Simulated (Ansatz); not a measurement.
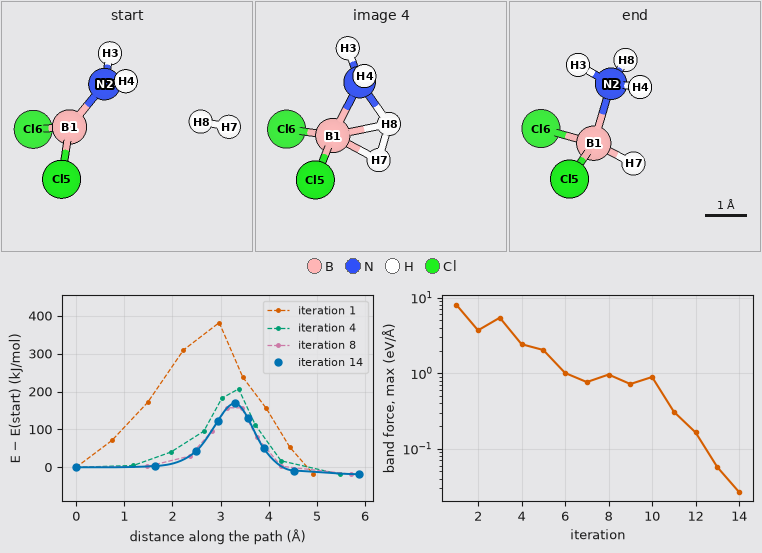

A nudged-elastic-band calculation for BNH4Cl2, made up at the start of BNH2Cl2 and H₂. Images are numbered from 0 (start) to 8 (end). The plot follows the band through its iterations. The picture is a ball-and-stick view, seen at a tilt.

Computed with RKS PBE-D4/6-31G* (Ansatz). Run with 7 movable images; climbing image; force threshold 0.05 eV/Å; iteration limit 60; starting path through a guess of the saddle point.

Judge this run.

The run is converged, with reservations. The band converged in 14 iterations. The largest component of the band force went from 8.1 to 0.027 eV/Å. The climbing image converged on the top of the path. Its curvatures weren't checked. The first iteration put the highest image at 381.9 kJ/mol. The energy climbs by 168.4 kJ/mol to image 4 and then falls by 186.7 kJ/mol, so the end point sits at −18.2 kJ/mol.

Limits of the set-up: the start holds two separate molecules, 2.8 Å apart at their closest, whose relative position is a soft coordinate.

The run took 2.9 min on 1 thread of Intel(R) Xeon(R) Platinum 8488C (Sapphire Rapids), on a shared host, peak memory 0.13 GiB.
